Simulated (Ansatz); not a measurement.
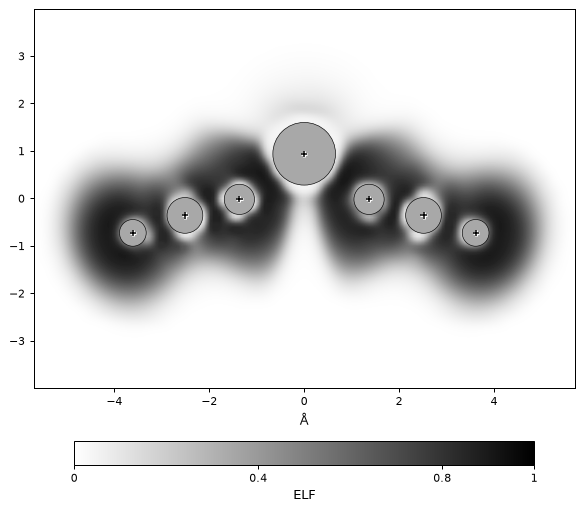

The ELF on a plane through atoms (crosses mark nuclei in the plane; grey discs cover the cores).

These are results of RKS PBE0-D4/def2-TZVPP (Ansatz), not measurements.

Candidates:
A. C2H11BFNSi (SMILES C[B-](C)(F)[NH2+][SiH3])
B. C2F2N2O2Si (SMILES O=C=N[Si](F)(F)N=C=O)
C. C2H9ClInN (SMILES [CH3][In-]([CH3])([NH3+])[Cl])

Question: Which candidate gave the map?

Answer: Candidate B: C2F2N2O2Si on the plane of atoms C2, N3 and Si4, which holds O, C, N and Si. C–O (1.16 Å): the ELF peaks at about 0.85 between the atoms (a short, multiple covalent bond). C–N (1.20 Å): the ELF peaks at about 0.85 between the atoms; a short, multiple covalent bond.
